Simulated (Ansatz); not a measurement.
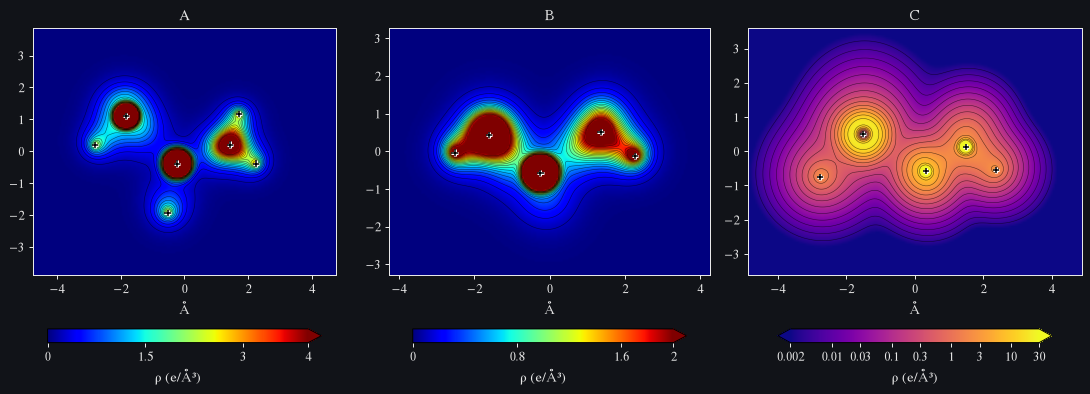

The total electron density of 3 systems, each on a plane through atoms (crosses mark nuclei in the plane).

These are results of Ansatz, isolated molecule in a Gaussian basis; Kohn-Sham density functional theory, functional PBE0, not measurements.

System 1: CH$_{6}$InO (SMILES C[O][InH3-]) (charge −1), the plane of atoms O3, C1 and H6. Geometry: PBE0-D3(BJ)/def2-SVPD; core potentials replace the inner electrons of In.

```yaml
atoms:
  - { symbol: C, position_ang: [-2.4412, -0.4760, -0.8837] }
  - { symbol: In, position_ang: [-1.0204, -0.2272, 1.7621] }
  - { symbol: O, position_ang: [-2.6879, -0.4054, 0.4606] }
  - { symbol: H, position_ang: [-1.9150, 0.4209, -1.2952] }
  - { symbol: H, position_ang: [-1.8159, -1.3531, -1.1840] }
  - { symbol: H, position_ang: [-3.3892, -0.5653, -1.4637] }
  - { symbol: H, position_ang: [-0.1976, 1.2730, 1.2612] }
  - { symbol: H, position_ang: [-0.0291, -1.6758, 1.4502] }
  - { symbol: H, position_ang: [-1.7303, -0.1640, 3.3832] }
```

System 2: AlH$_{4}$NS (SMILES [NH2][AlH][SH]), the molecular plane. Geometry: B3LYP-D4/def2-TZVP.

| atom | x (Å) | y (Å) | z (Å) |
| --- | --- | --- | --- |
| Al | -0.9013 | -0.4540 | 0.2620 |
| N | -2.3624 | -0.8628 | 1.1648 |
| S | 0.9192 | -0.0573 | 1.4245 |
| H | -2.4347 | -0.9301 | 2.1678 |
| H | -3.2527 | -1.0638 | 0.7370 |
| H | -0.9179 | -0.3809 | -1.3067 |
| H | 1.6607 | 0.1817 | 0.3289 |

System 3: CH$_{6}$NSi (SMILES C[SiH2][NH-]) (charge −1), the plane of atoms Si3, C1 and H4. Geometry: BLYP-D3(BJ)/def2-SVPD.

```yaml
atoms:
  - { symbol: C, position_ang: [-0.2568, 1.7969, -1.8689] }
  - { symbol: N, position_ang: [1.7586, 1.2021, 0.2108] }
  - { symbol: Si, position_ang: [1.1559, 0.6362, -1.2575] }
  - { symbol: H, position_ang: [-0.6777, 1.4505, -2.8370] }
  - { symbol: H, position_ang: [0.1212, 2.8318, -2.0018] }
  - { symbol: H, position_ang: [-1.0780, 1.8347, -1.1235] }
  - { symbol: H, position_ang: [2.0779, 0.5528, -2.5075] }
  - { symbol: H, position_ang: [0.4910, -0.7672, -1.3474] }
  - { symbol: H, position_ang: [2.5216, 0.6679, 0.6458] }
```

### Which map belongs to which system?

Panel A is system 2, AlH$_{4}$NS: the plane holds Al, N, S and H. Al–N (1.77 Å): the density is about 0.88 e/Å³ at the midpoint. Panel B is system 3, CH$_{6}$NSi: the plane holds C, N, Si and H. Si–N (1.69 Å): the density is about 1.2 e/Å³ at the midpoint. Panel C is system 1, CH$_{6}$InO: the plane holds C, In, O and H. C–O (1.37 Å): the density is about 2.3 e/Å³ at the midpoint, with its minimum of 2 e/Å³ about 0.5 Å from C.
